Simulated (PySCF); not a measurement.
Consider C3H9ClOSi2.

Input

```
{"job": {"kind": "uv", "xc": "wB97X-D", "basis": "def2-SVPD", "nstates": 8, "ntriplets": 3}, "charge": 0, "multiplicity": 1}
C     -1.191308     1.406403    -0.893334
C     -0.392064     0.591438     0.119347
C      1.086006     0.455246    -0.294769
Si     1.803194    -1.067836     0.601451
O      0.396347    -1.901189     0.804619
Si    -1.023144    -1.184776     0.445401
Cl    -2.224765    -1.328367     2.036367
H     -1.207953     0.909661    -1.861442
H     -2.218890     1.530468    -0.557598
H     -0.750973     2.394190    -1.024447
H     -0.419382     1.134716     1.072619
H      1.129172     0.287812    -1.374265
H      1.625647     1.383687    -0.106399
H      2.642740    -1.930799    -0.216748
H      2.321761    -0.783833     1.935122
H     -1.583988    -1.887878    -0.697336
```

Launched as:

```sh
OMP_NUM_THREADS=1 python probes_run.py task.json out
```

Geometry: GFN2-xTB.

Theory: wB97X-D/def2-SVPD, SCF density, gas phase (PySCF 2.14.0).

What can the converged electron density and electron localisation function tell about the bonding?

Answer. C–C (1.54 Å): ρ is about 1.6 e/Å³ halfway; the ELF peaks at about 0.95 between the atoms (localised, covalent bonding).
C–Si (1.91 Å): the density is about 0.94 e/Å³ at the midpoint; the ELF peaks at about 0.95 between the atoms, as expected for a covalent bond.

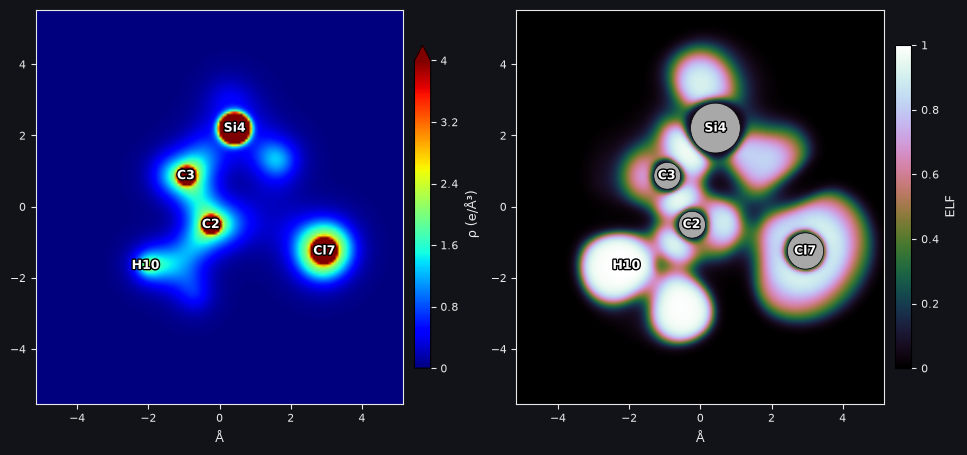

Computed electron density and electron localisation function on the plane of atoms C2, C3 and Si4, in this order. Grey discs cover the atomic cores in the ELF map. 
